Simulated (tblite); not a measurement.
Saddle-point search, with input and output: C3H7ClO2Si2

The run: saddle-point search of C3H7ClO2Si2. Method and program: GFN2-xTB saddle search (eigenvector following) and harmonic vibrations, gas phase (tblite 0.8.0).

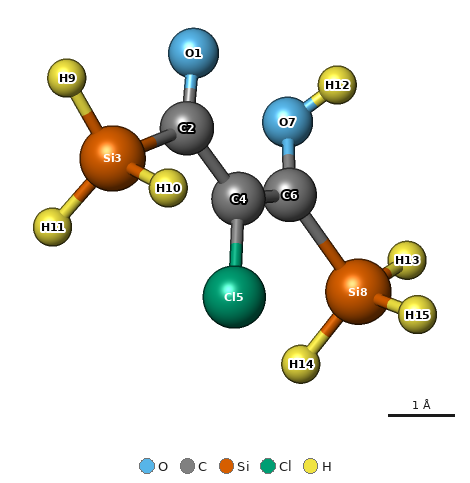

*The starting structure (ball-and-stick view, seen at a tilt; atoms are numbered from 1 in the order of the input).*

Bond lengths as drawn: C–C 1.34 to 1.47 Å, C–Cl 1.72 Å, C–O 1.21 to 1.37 Å, C–Si 1.91 to 1.92 Å, H–O 0.96 Å and H–Si 1.46 Å.

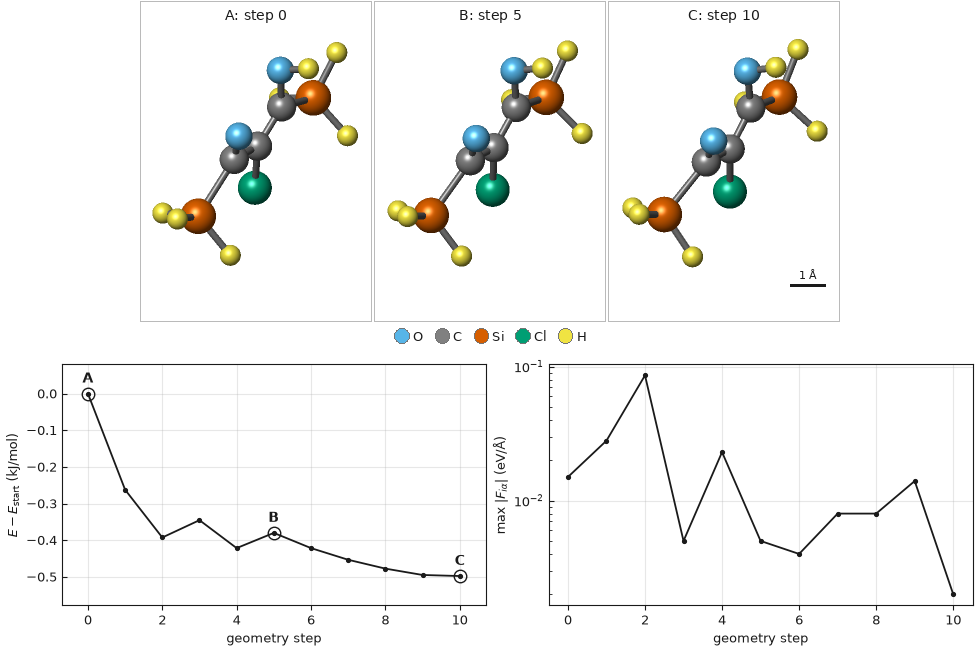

*Frames of the saddle-point search (ball-and-stick view, seen at a tilt) above the curves, on which the letters mark them (steps are counted from 0).*

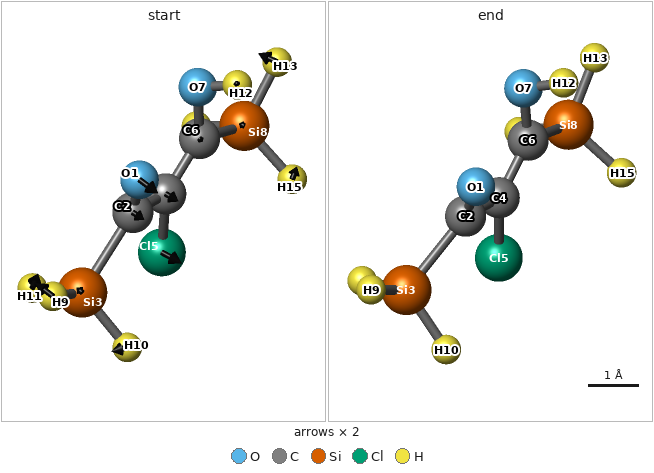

*Before (left) and after (right) the saddle-point search, at one scale (ball-and-stick view, seen at a tilt). The black arrows give the displacements, magnified 2 times.*

The largest moves after the best rigid fit, 0.25 Å, are those of O1 and Cl5. Largest moves by element: O 0.25 Å, Cl 0.24 Å, H 0.24 Å, C 0.16 Å, Si 0.08 Å. Over 10 geometry steps the energy falls by 0.50 kJ/mol. The largest force component goes from 0.015 to 0.002 eV/Å. (Atoms are counted from 1 in the order of the input.)

These pictures come from the run below.

**Input**
```
{"job": {"xc": "GFN2-xTB", "basis": "xTB", "kind": "saddle"}, "charge": 0, "multiplicity": 1}
O      1.558008    -1.757050    -0.119611
C      1.381035    -0.599165     0.201822
Si     2.768933     0.427478     1.050604
C      0.073693     0.053609     0.009543
Cl    -0.077333     1.592967     0.763550
C     -1.004639    -0.425601    -0.633994
O     -0.897490    -1.565544    -1.383673
Si    -2.659958     0.517465    -0.669174
H      3.947919    -0.431613     1.037980
H      2.342865     0.719420     2.418647
H      2.976503     1.651172     0.279870
H     -1.261407    -2.328392    -0.925361
H     -3.583258    -0.348576    -1.401925
H     -2.470280     1.796555    -1.344661
H     -3.094592     0.697275     0.716383
```

The first line tells a small driver script what to run in tblite; the rest is the geometry in Å.

Command:
```bash
OMP_NUM_THREADS=1 python <driver script> task.json out
```

**Output**
```
step      E/eV     max force
  0    -709.69564   0.0163
  1    -709.69836   0.0339
  2    -709.69971   0.0893
  3    -709.69922   0.0071
  4    -709.70001   0.0244
  5    -709.69958   0.0055
  6    -709.70001   0.0051
  7    -709.70034   0.0090
  8    -709.70059   0.0085
  9    -709.70077   0.0143
 10    -709.70080   0.0022
lowest wavenumbers (cm-1): -523.8 30.0 79.7 108.2 141.1 150.0
```

**Trajectory as extended XYZ (Å, eV, eV/Å), 11 frames, from step=0 to step=10**
```
15
Properties=species:S:1:pos:R:3:forces:R:3 step=0 energy=-709.69564
O     1.5580   -1.7571   -0.1196   -0.0010  -0.0010   0.0020
C     1.3810   -0.5992    0.2018    0.0030  -0.0060   0.0020
Si    2.7689    0.4275    1.0506    0.0020   0.0000  -0.0030
C     0.0737    0.0536    0.0095    0.0060   0.0020   0.0010
Cl   -0.0773    1.5930    0.7635   -0.0110  -0.0050   0.0110
C    -1.0046   -0.4256   -0.6340    0.0040   0.0050  -0.0030
O    -0.8975   -1.5655   -1.3837    0.0020   0.0020   0.0090
Si   -2.6600    0.5175   -0.6692    0.0040  -0.0030  -0.0090
H     3.9479   -0.4316    1.0380    0.0040   0.0040  -0.0050
H     2.3429    0.7194    2.4186    0.0010  -0.0010  -0.0040
H     2.9765    1.6512    0.2799   -0.0060   0.0030   0.0000
H    -1.2614   -2.3284   -0.9254   -0.0150   0.0030   0.0020
H    -3.5833   -0.3486   -1.4019   -0.0020  -0.0060   0.0010
H    -2.4703    1.7966   -1.3447    0.0070   0.0030   0.0070
H    -3.0946    0.6973    0.7164    0.0030   0.0000  -0.0120
15
Properties=species:S:1:pos:R:3:forces:R:3 step=1 energy=-709.69836
O     1.5420   -1.7839   -0.0552    0.0010   0.0250   0.0120
C     1.3710   -0.6183    0.2407    0.0070  -0.0180   0.0000
Si    2.7753    0.4375    1.0273    0.0070  -0.0010  -0.0060
C     0.0593    0.0296    0.0572   -0.0150  -0.0050  -0.0070
Cl   -0.1029    1.5552    0.8373   -0.0020  -0.0070   0.0000
C    -1.0070   -0.4328   -0.6176    0.0120   0.0110   0.0120
O    -0.8950   -1.5667   -1.3771    0.0000  -0.0020   0.0060
Si   -2.6510    0.5274   -0.6912    0.0020   0.0030   0.0000
H     3.9768   -0.3897    0.9547   -0.0280   0.0190  -0.0020
H     2.4004    0.7084    2.4157    0.0090  -0.0020  -0.0220
H     2.9155    1.6728    0.2568   -0.0050  -0.0250   0.0150
H    -1.2730   -2.3290   -0.9290    0.0020   0.0050  -0.0040
H    -3.5626   -0.3223   -1.4581    0.0090   0.0070   0.0030
H    -2.4239    1.8130   -1.3441   -0.0010  -0.0100   0.0070
H    -3.1247    0.6989    0.6826    0.0020  -0.0020  -0.0120
15
Properties=species:S:1:pos:R:3:forces:R:3 step=2 energy=-709.69971
O     1.5208   -1.8102    0.0202   -0.0010   0.0860   0.0240
C     1.3579   -0.6350    0.2833    0.0230  -0.0590  -0.0060
Si    2.7806    0.4461    1.0038   -0.0270  -0.0100  -0.0050
C     0.0451    0.0113    0.1014   -0.0320  -0.0140  -0.0240
Cl   -0.1257    1.5252    0.9024    0.0000  -0.0100  -0.0050
C    -1.0079   -0.4364   -0.6040    0.0320   0.0130   0.0200
O    -0.8817   -1.5587   -1.3802   -0.0070  -0.0130   0.0270
Si   -2.6449    0.5330   -0.7040   -0.0180   0.0020  -0.0030
H     3.9864   -0.3693    0.9001   -0.0100   0.0050  -0.0040
H     2.4549    0.7362    2.4008    0.0060  -0.0040  -0.0290
H     2.8795    1.6696    0.2084   -0.0080  -0.0210   0.0150
H    -1.2768   -2.3256   -0.9538    0.0130   0.0270  -0.0150
H    -3.5375   -0.2934   -1.5201    0.0280   0.0240   0.0220
H    -2.3920    1.8339   -1.3182   -0.0060  -0.0260   0.0140
H    -3.1588    0.6734    0.6601    0.0090  -0.0020  -0.0320
15
Properties=species:S:1:pos:R:3:forces:R:3 step=3 energy=-709.69922
O     1.5343   -1.7939   -0.0249   -0.0010   0.0050   0.0050
C     1.3656   -0.6250    0.2578    0.0010  -0.0050   0.0010
Si    2.7760    0.4405    1.0175   -0.0010   0.0000  -0.0010
C     0.0535    0.0222    0.0750   -0.0030  -0.0020   0.0000
Cl   -0.1120    1.5430    0.8632   -0.0010  -0.0020   0.0020
C    -1.0070   -0.4342   -0.6117    0.0020   0.0010   0.0020
O    -0.8891   -1.5636   -1.3774    0.0000  -0.0010   0.0020
Si   -2.6476    0.5300   -0.6965   -0.0010   0.0000  -0.0010
H     3.9784   -0.3809    0.9293   -0.0010   0.0020  -0.0030
H     2.4222    0.7171    2.4091    0.0030   0.0010  -0.0030
H     2.8979    1.6719    0.2402   -0.0020  -0.0020   0.0000
H    -1.2734   -2.3276   -0.9376    0.0010   0.0020  -0.0020
H    -3.5510   -0.3109   -1.4816    0.0030   0.0030  -0.0010
H    -2.4103    1.8205   -1.3348    0.0010  -0.0010   0.0020
H    -3.1374    0.6910    0.6725   -0.0010  -0.0010  -0.0030
15
Properties=species:S:1:pos:R:3:forces:R:3 step=4 energy=-709.70001
O     1.5226   -1.8087    0.0183   -0.0010   0.0230   0.0080
C     1.3584   -0.6346    0.2818    0.0060  -0.0170  -0.0010
Si    2.7783    0.4450    1.0043   -0.0050  -0.0010  -0.0020
C     0.0457    0.0119    0.0994   -0.0080  -0.0040  -0.0050
Cl   -0.1243    1.5265    0.8985   -0.0010  -0.0030   0.0010
C    -1.0073   -0.4362   -0.6041    0.0070   0.0030   0.0050
O    -0.8816   -1.5598   -1.3781   -0.0020  -0.0030   0.0070
Si   -2.6436    0.5335   -0.7041   -0.0040   0.0010  -0.0010
H     3.9848   -0.3683    0.8948   -0.0050   0.0040  -0.0020
H     2.4527    0.7284    2.4017    0.0030  -0.0010  -0.0100
H     2.8737    1.6722    0.2158   -0.0030  -0.0080   0.0040
H    -1.2751   -2.3258   -0.9499    0.0030   0.0070  -0.0050
H    -3.5365   -0.2945   -1.5153    0.0080   0.0070   0.0040
H    -2.3921    1.8317   -1.3219   -0.0010  -0.0060   0.0040
H    -3.1556    0.6787    0.6589    0.0020  -0.0010  -0.0090
15
Properties=species:S:1:pos:R:3:forces:R:3 step=5 energy=-709.69958
O     1.5298   -1.7996   -0.0076   -0.0010  -0.0050   0.0020
C     1.3627   -0.6288    0.2674   -0.0010   0.0020   0.0020
Si    2.7765    0.4422    1.0121    0.0010   0.0010  -0.0010
C     0.0504    0.0181    0.0847    0.0010   0.0000   0.0030
Cl   -0.1169    1.5364    0.8772   -0.0010  -0.0010   0.0020
C    -1.0070   -0.4349   -0.6087   -0.0010  -0.0010   0.0000
O    -0.8859   -1.5620   -1.3775    0.0010   0.0010  -0.0010
Si   -2.6458    0.5314   -0.6994    0.0010   0.0000   0.0000
H     3.9803   -0.3761    0.9154    0.0010   0.0000  -0.0020
H     2.4342    0.7217    2.4057    0.0020   0.0010   0.0010
H     2.8878    1.6716    0.2305   -0.0020   0.0010  -0.0020
H    -1.2736   -2.3268   -0.9423   -0.0010  -0.0010   0.0000
H    -3.5447   -0.3042   -1.4949    0.0000   0.0000  -0.0030
H    -2.4032    1.8249   -1.3293    0.0010   0.0020   0.0000
H    -3.1446    0.6861    0.6668   -0.0020  -0.0010   0.0000
15
Properties=species:S:1:pos:R:3:forces:R:3 step=6 energy=-709.70001
O     1.5233   -1.8078    0.0167   -0.0010   0.0040   0.0030
C     1.3586   -0.6342    0.2808    0.0010  -0.0040   0.0010
Si    2.7777    0.4446    1.0046   -0.0010   0.0000  -0.0010
C     0.0460    0.0124    0.0983   -0.0020  -0.0010   0.0000
Cl   -0.1238    1.5272    0.8969   -0.0010  -0.0010   0.0020
C    -1.0071   -0.4360   -0.6044    0.0010   0.0000   0.0010
O    -0.8816   -1.5599   -1.3778    0.0000   0.0000   0.0010
Si   -2.6436    0.5334   -0.7037   -0.0010   0.0000   0.0000
H     3.9836   -0.3691    0.8959   -0.0010   0.0010  -0.0020
H     2.4512    0.7279    2.4013    0.0020   0.0000  -0.0020
H     2.8740    1.6718    0.2170   -0.0020  -0.0010   0.0000
H    -1.2743   -2.3258   -0.9490    0.0010   0.0010  -0.0010
H    -3.5363   -0.2949   -1.5138    0.0020   0.0020  -0.0010
H    -2.3929    1.8311   -1.3220    0.0010  -0.0010   0.0010
H    -3.1548    0.6792    0.6591   -0.0010  -0.0010  -0.0020
15
Properties=species:S:1:pos:R:3:forces:R:3 step=7 energy=-709.70034
O     1.5171   -1.8157    0.0406   -0.0010   0.0080   0.0040
C     1.3546   -0.6395    0.2941    0.0020  -0.0060   0.0000
Si    2.7786    0.4470    0.9970   -0.0020   0.0000  -0.0010
C     0.0416    0.0066    0.1120   -0.0030  -0.0020  -0.0010
Cl   -0.1308    1.5180    0.9166   -0.0010  -0.0010   0.0010
C    -1.0072   -0.4372   -0.6000    0.0030   0.0010   0.0020
O    -0.8772   -1.5578   -1.3778    0.0000  -0.0010   0.0020
Si   -2.6411    0.5355   -0.7078   -0.0020   0.0000   0.0000
H     3.9864   -0.3623    0.8763   -0.0020   0.0020  -0.0010
H     2.4678    0.7342    2.3965    0.0020   0.0000  -0.0040
H     2.8601    1.6716    0.2036   -0.0020  -0.0030   0.0010
H    -1.2748   -2.3247   -0.9554    0.0010   0.0020  -0.0020
H    -3.5275   -0.2854   -1.5327    0.0030   0.0030   0.0010
H    -2.3826    1.8374   -1.3142    0.0000  -0.0020   0.0020
H    -3.1650    0.6723    0.6512    0.0000  -0.0010  -0.0040
15
Properties=species:S:1:pos:R:3:forces:R:3 step=8 energy=-709.70059
O     1.5111   -1.8233    0.0644    0.0000   0.0080   0.0030
C     1.3505   -0.6447    0.3074    0.0020  -0.0060   0.0000
Si    2.7791    0.4492    0.9892   -0.0020   0.0000  -0.0010
C     0.0372    0.0009    0.1256   -0.0030  -0.0010  -0.0020
Cl   -0.1378    1.5087    0.9363    0.0000  -0.0010   0.0000
C    -1.0071   -0.4383   -0.5954    0.0030   0.0010   0.0020
O    -0.8727   -1.5557   -1.3776    0.0000  -0.0010   0.0020
Si   -2.6385    0.5376   -0.7120   -0.0020   0.0000   0.0000
H     3.9885   -0.3558    0.8565   -0.0020   0.0010  -0.0010
H     2.4840    0.7406    2.3913    0.0010   0.0000  -0.0040
H     2.8456    1.6712    0.1903   -0.0010  -0.0030   0.0010
H    -1.2748   -2.3237   -0.9614    0.0010   0.0020  -0.0020
H    -3.5181   -0.2757   -1.5514    0.0030   0.0030   0.0010
H    -2.3722    1.8435   -1.3062    0.0000  -0.0020   0.0020
H    -3.1751    0.6655    0.6430    0.0010  -0.0010  -0.0040
15
Properties=species:S:1:pos:R:3:forces:R:3 step=9 energy=-709.70077
O     1.5030   -1.8338    0.0977    0.0000   0.0140   0.0030
C     1.3449   -0.6520    0.3259    0.0040  -0.0090  -0.0010
Si    2.7796    0.4523    0.9783   -0.0030  -0.0010  -0.0010
C     0.0310   -0.0071    0.1445   -0.0040  -0.0020  -0.0040
Cl   -0.1474    1.4958    0.9635    0.0000  -0.0010  -0.0010
C    -1.0070   -0.4398   -0.5890    0.0040   0.0020   0.0030
O    -0.8662   -1.5528   -1.3770   -0.0010  -0.0010   0.0040
Si   -2.6346    0.5405   -0.7176   -0.0030   0.0000   0.0000
H     3.9910   -0.3468    0.8287   -0.0030   0.0020   0.0000
H     2.5065    0.7494    2.3836    0.0010  -0.0010  -0.0060
H     2.8253    1.6705    0.1717   -0.0010  -0.0050   0.0030
H    -1.2746   -2.3222   -0.9695    0.0020   0.0030  -0.0020
H    -3.5045   -0.2618   -1.5777    0.0050   0.0040   0.0040
H    -2.3577    1.8523   -1.2944   -0.0010  -0.0050   0.0020
H    -3.1892    0.6557    0.6313    0.0020   0.0000  -0.0060
15
Properties=species:S:1:pos:R:3:forces:R:3 step=10 energy=-709.70080
O     1.5005   -1.8372    0.1091    0.0000   0.0020   0.0010
C     1.3429   -0.6545    0.3324    0.0010  -0.0010   0.0000
Si    2.7793    0.4532    0.9742   -0.0010   0.0000   0.0000
C     0.0288   -0.0100    0.1514   -0.0010   0.0000  -0.0010
Cl   -0.1510    1.4910    0.9735    0.0000   0.0000   0.0000
C    -1.0069   -0.4404   -0.5865    0.0010   0.0010   0.0010
O    -0.8638   -1.5518   -1.3765    0.0000   0.0000   0.0010
Si   -2.6330    0.5417   -0.7196   -0.0010   0.0000   0.0000
H     3.9912   -0.3438    0.8183   -0.0010   0.0010   0.0000
H     2.5142    0.7525    2.3804    0.0000   0.0000  -0.0020
H     2.8173    1.6699    0.1654    0.0000  -0.0010   0.0010
H    -1.2741   -2.3217   -0.9720    0.0000   0.0010   0.0000
H    -3.4990   -0.2567   -1.5868    0.0010   0.0010   0.0010
H    -2.3523    1.8551   -1.2903    0.0000  -0.0010   0.0010
H    -3.1941    0.6527    0.6267    0.0000   0.0000  -0.0010
```

**Key numbers**

- outcome: converged
- total energy: −709.7008 eV
- point group: C1
- hardware: 1 CPU thread, shared host
- wall time: 5.5 s
- peak memory: 0.2 GiB
